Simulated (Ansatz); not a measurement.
**C2H8OSi2: phonon calculation**

C2H8OSi2, computed with RKS PBE-D4/def2-SVP (Ansatz 0.2.0).

It belongs to a series of runs on one base structure; here: vibrations at the highest image of the band. Figures and captions count atoms from 1; the log counts them from 0 in places.

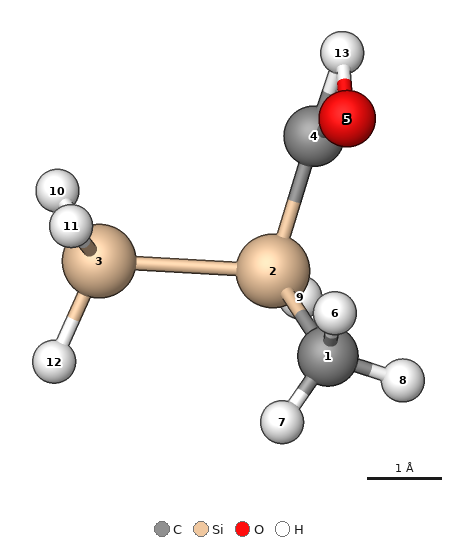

*The input geometry (ball-and-stick view, seen at a tilt; atoms are numbered from 1 in the order of the input).*

The input
```yaml
crystal:
  periodic: [false, false, false]
  atoms:
    - { symbol: C, position_ang: [-1.655841, 0.210063, 0.738042] }
    - { symbol: Si, position_ang: [0.232295, 0.332964, 0.619674] }
    - { symbol: Si, position_ang: [1.206791, -1.649285, -0.215343] }
    - { symbol: C, position_ang: [0.714358, 1.647196, -0.722805] }
    - { symbol: O, position_ang: [-0.250925, 1.956035, -1.597293] }
    - { symbol: H, position_ang: [-2.070429, 0.42575, -0.269618] }
    - { symbol: H, position_ang: [-2.006459, -0.790171, 1.059483] }
    - { symbol: H, position_ang: [-2.054703, 0.966959, 1.442528] }
    - { symbol: H, position_ang: [0.90435, 0.697674, 1.91708] }
    - { symbol: H, position_ang: [2.699439, -1.512642, -0.34395] }
    - { symbol: H, position_ang: [0.626835, -1.959014, -1.570742] }
    - { symbol: H, position_ang: [0.900979, -2.802158, 0.706285] }
    - { symbol: H, position_ang: [0.77361, 2.442133, -1.748441] }
basis:
  gaussian: { orbitals: def2-SVP }
hamiltonian:
  xc: pbe
  dispersion: d4
phonons: {}
```

Machine: 2 threads of Intel Xeon @ 2.90GHz (Ice Lake), 64 GiB of memory available, shared host.

Launch command:
```bash
ansatz run input.yaml --threads 2 --pin off --max-ram 3072MiB --backend cpu --events-out ev --progress --plain --runs-dir out
```

Log
```
Engine: ansatz 0.2.0, x86_64-unknown-linux-gnu
Functional definition: PBE
  parameter kappa = 0.804
  parameter beta = 0.06672455060314922
  exchange = pbe_x(kappa = kappa, mu = beta*pi^2/3)
  correlation = pbe_c(beta = beta)
1315 factors; their error is unknown
mean field evaluation 1: about -19972.4511 eV, gradient 6.0e1 eV
mean field evaluation 2: about -19953.2431 eV, gradient 1.0e2 eV
mean field evaluation 4: about -19980.9013 eV, gradient 9.8e0 eV
mean field evaluation 8: about -19981.1454 eV, gradient 3.6e-1 eV
mean field evaluation 16: about -19981.0541 eV, gradient 2.7e-4 eV
mean field -19981.05407931 eV, -734.2901937698 hartree, gradient 1.6e-5 eV, S^2 0.000000; 0 other end points of the search recorded, 0 dependent functions left out
the calculation of the forces begins
reference -19981.05411940 eV, -734.2901952431 hartree; 28, 28 occupied and 90, 90 virtual orbitals, 1315 factors
these checks for a lower state are left out or cut short: stability, starts, cluster_reference, orbital_swaps, neighbouring_geometries, increment
1315 factors; their error is unknown
mean field -19981.05393553 eV, -734.2901884860 hartree, gradient 1.9e-6 eV, S^2 0.000000; 0 other end points of the search recorded, 0 dependent functions left out
[... from here on the field's lines of each further geometry are left out, up to the last ...]
the calculation of the forces begins
reference -19981.05410547 eV, -734.2901947312 hartree; 28, 28 occupied and 90, 90 virtual orbitals, 1315 factors
these checks for a lower state are left out or cut short: stability, starts, cluster_reference, orbital_swaps, neighbouring_geometries, increment
1315 factors; their error is unknown
mean field -19981.05406103 eV, -734.2901930981 hartree, gradient 1.1e-6 eV, S^2 0.000000; 0 other end points of the search recorded, 0 dependent functions left out
the calculation of the forces begins
reference -19981.05410113 eV, -734.2901945716 hartree; 28, 28 occupied and 90, 90 virtual orbitals, 1315 factors
WARN: phonons: modes at or below zero, which the zero-point energy, F, S and C_V leave out: 1, the lowest at -1798.03 cm⁻¹. A minimum has none, and a first-order saddle one
Total energy: -19981.34217357 eV, -734.3007810385 hartree
Atom 0 at    -1.655841     0.210063     0.738042 Å, force     0.004153    -0.002881    -0.000702 eV/Å
Atom 1 at     0.232295     0.332964     0.619674 Å, force     0.004138    -0.004401     0.006294 eV/Å
Atom 2 at     1.206791    -1.649285    -0.215343 Å, force    -0.003148    -0.002699    -0.000547 eV/Å
Atom 3 at     0.714358     1.647196    -0.722805 Å, force     0.007768     0.008132    -0.003441 eV/Å
Atom 4 at    -0.250925     1.956035    -1.597293 Å, force    -0.006026    -0.003432     0.001371 eV/Å
Atom 5 at    -2.070429     0.425750    -0.269618 Å, force     0.001245     0.002745    -0.002645 eV/Å
Atom 6 at    -2.006459    -0.790171     1.059483 Å, force    -0.002795     0.001456    -0.002329 eV/Å
Atom 7 at    -2.054703     0.966959     1.442528 Å, force    -0.000422     0.000102    -0.000396 eV/Å
Atom 8 at     0.904350     0.697674     1.917080 Å, force    -0.000380     0.000326     0.000537 eV/Å
Atom 9 at     2.699439    -1.512642    -0.343950 Å, force    -0.000220     0.002998     0.000897 eV/Å
Atom 10 at     0.626835    -1.959014    -1.570742 Å, force    -0.001378    -0.000638     0.000469 eV/Å
Atom 11 at     0.900979    -2.802158     0.706285 Å, force     0.000285    -0.000989     0.000393 eV/Å
Atom 12 at     0.773610     2.442133    -1.748441 Å, force    -0.003219    -0.000718     0.000099 eV/Å
Dipole moment:    -0.147651    -0.033380     0.080589 e Å
Vibrations: -1798.03 57.33 75.46 82.32 116.15 130.20 174.42 360.69 407.35 448.07 465.17 553.67 608.05 650.58 676.41 718.26 764.42 818.56 850.29 900.99 904.84 1203.27 1254.91 1380.28 1383.17 2147.45 2153.01 2162.63 2174.10 2639.85 2973.68 3071.48 3089.28 cm⁻¹, zero-point energy 2.194293 eV
```

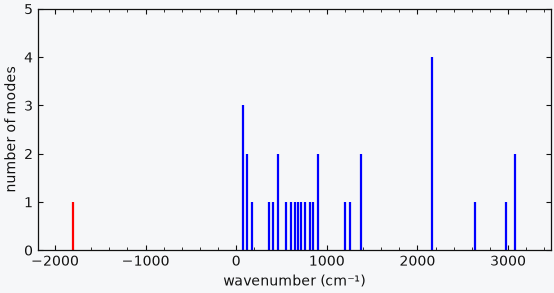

*Harmonic vibrational wavenumbers from the force constants; neighbouring modes closer than 22 cm⁻¹ are counted in one stick, and imaginary ones are drawn at negative wavenumbers.*

33 modes from 1798i to 3089 cm⁻¹, 1 imaginary beyond 8i (1798i cm⁻¹): a first-order saddle point, if the geometry is stationary.

Results in brief

```tsv
quantity	value
outcome	converged
total energy	−19981.3422 eV
mean-field energy	−19981.0541 eV
largest force (length of the vector)	0.012 eV/Å
wall time	84 s (CPU time 2.6 min)
peak memory	0.17 GiB
```
